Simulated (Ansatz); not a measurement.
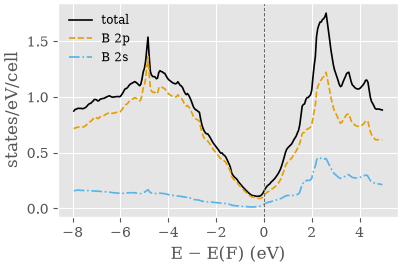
Total and projected density of states of B in space group Cmce (No. 64; B on 8f), PBEsol (plane waves, PAW; program Ansatz)

Which orbitals carry the states next to the Fermi level?

Within 0.5 eV of the Fermi level: B 2p 76 %, B 2s 23 %. Projections are on Löwdin-orthogonalised atomic valence shells; empty p or d shells of many metals are not among them.

Where is the tallest occupied peak in this window, and what makes it?

Near -4.8 eV, about 1.5 states/eV per cell; the largest projected share is B 2p.

The start of the workflow was typed in or built on a structure type; neither database checked (COD, Materials Project) lists it. It is not the phase usual at ambient conditions (space group No. 166). The PBEsol relaxation kept the symmetry of its start; of distortions, only those at the zone centre were tested.

Potentials: the later of the program's two PAW sets.
